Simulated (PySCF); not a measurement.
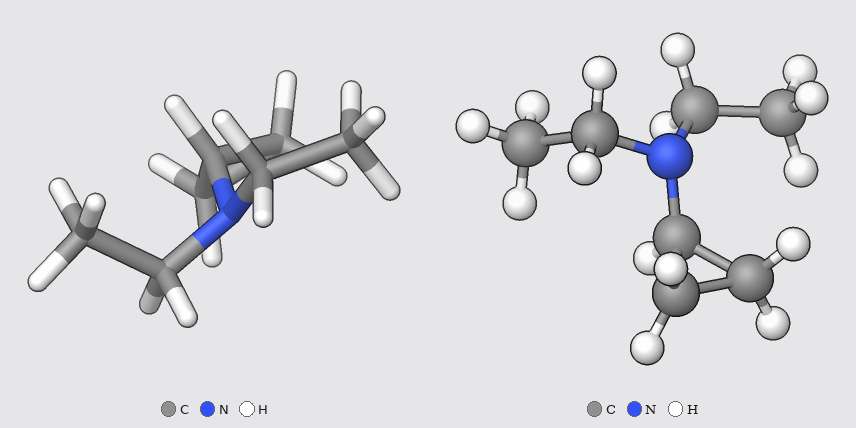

Both panels show the same species.

Computed geometry: GFN2-xTB optimisation. No frequency run is at hand to confirm it as a minimum.

**What is the molecular formula?**

C7H15N, 23 atoms: 7 carbon, 15 hydrogen and 1 nitrogen.

**How many bonds of each kind are drawn?**

15 C–H, 5 C–C, 3 C–N.

The parts below concern this one geometry. Atoms keep their numbers from picture to picture.

### Shape

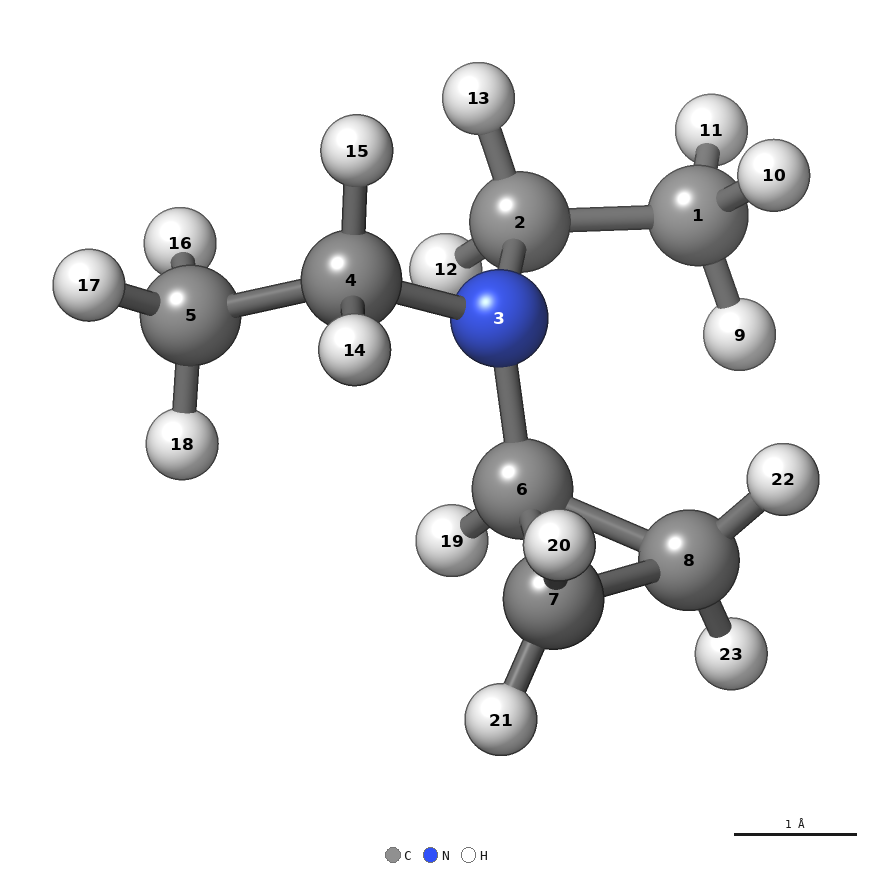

Numbered structure. No frequency run is at hand to confirm it as a minimum.

Give these bond angles: C1–C2–H12, C1–C2–H13, N3–C2–H12, N3–C4–C5, N3–C4–H15, C5–C4–H15, C6–C7–C8, C6–C7–H20, C6–C8–H22, C6–C8–H23, C7–C6–C8, C8–C7–H21.

```csv
angle,degrees
C1–C2–H12,108.9
C1–C2–H13,108.9
N3–C2–H12,111.9
N3–C4–C5,116.1
N3–C4–H15,107.2
C5–C4–H15,109.3
C6–C7–C8,60.2
C6–C7–H20,118.0
C6–C8–H22,117.3
C6–C8–H23,118.7
C7–C6–C8,59.9
C8–C7–H21,118.9
```

### Charges

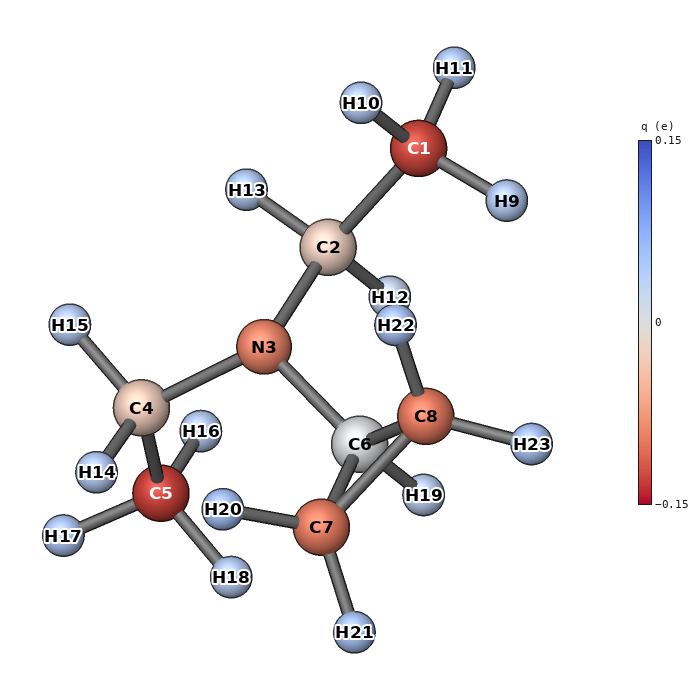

Atoms are coloured by their Hirshfeld charges. No frequency run is at hand to confirm it as a minimum. Properties computed with PBE0/pcSseg-1, gas phase (PySCF 2.14.0).

**Which atom carries the highest charge (most positive or least negative)?**

H20, H21, H22 (0.05 e).

**And the lowest?**

C5 (−0.13 e).

List the Hirshfeld charges.

| atom | value (e) |
| --- | --- |
| C1 | −0.12 |
| C2 | −0.02 |
| N3 | −0.09 |
| C4 | −0.03 |
| C5 | −0.13 |
| C6 | 0.00 |
| C7 | −0.09 |
| C8 | −0.09 |
| H9 | 0.04 |
| H10 | 0.04 |
| H11 | 0.04 |
| H12 | 0.02 |
| H13 | 0.04 |
| H14 | 0.04 |
| H15 | 0.04 |
| H16 | 0.04 |
| H17 | 0.04 |
| H18 | 0.04 |
| H19 | 0.03 |
| H20 | 0.05 |
| H21 | 0.05 |
| H22 | 0.05 |
| H23 | 0.04 |

### Electronic properties

No frequency run is at hand to confirm it as a minimum. Properties computed with PBE0/pcSseg-1, gas phase (PySCF 2.14.0).

Computed properties:

- dipole moment: 0.61 D
- HOMO energy (Kohn–Sham orbital): −5.99 eV
- LUMO energy (Kohn–Sham orbital): 1.55 eV
- HOMO–LUMO gap: 7.54 eV

### Ring current

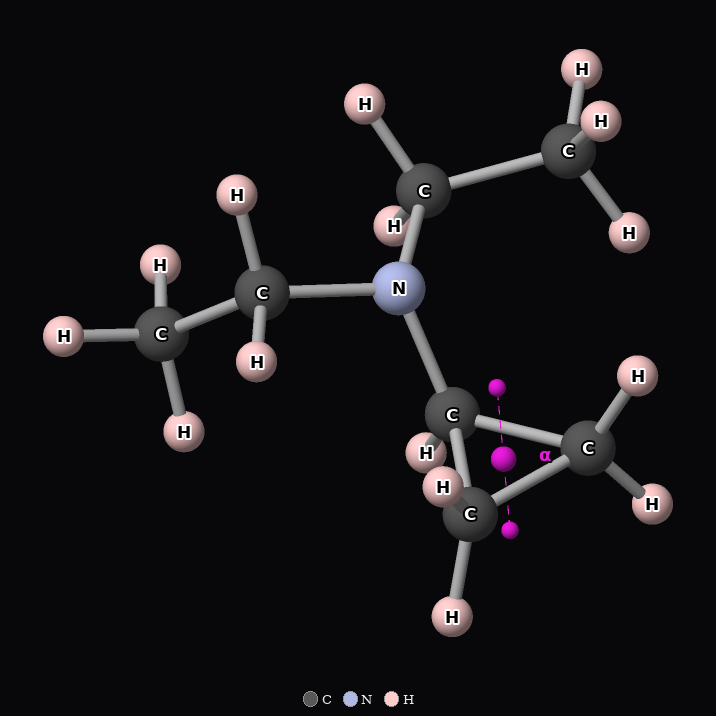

The small points mark where nucleus-independent chemical shifts (NICS) were computed: at the centre of each lettered ring and 1 Å above and below it. No frequency run is at hand to confirm it as a minimum. Method: GIAO PBE0/pcSseg-1 NMR shielding, non-relativistic, gas phase (PySCF 2.14.0).

Give NICS(0), NICS(1) and the out-of-plane component NICS(1)zz for each ring (means of the two sides).

```csv
ring,members,NICS(0),NICS(1),NICS(1)zz
α,C3,−42.7,−8.7,−20.9
```

Values in ppm.

### Quadrupole coupling

No frequency run is at hand to confirm it as a minimum. Electric field gradients from the ground-state density, PBE0/pcSseg-1 (PySCF 2.14.0), non-relativistic apart from any core potentials.

Give the largest field-gradient component, the quadrupole coupling constant and the asymmetry for 14N at N3 (Q = 20.44 mb), 2H at H9 (Q = 2.86 mb), 2H at H10 (Q = 2.86 mb).

```csv
atom,V_zz (a.u.),e²qQ/h (MHz),η
N3,−1.295,−6.22,0.03
H9,0.317,0.213,0.02
H10,0.318,0.213,0.02
```
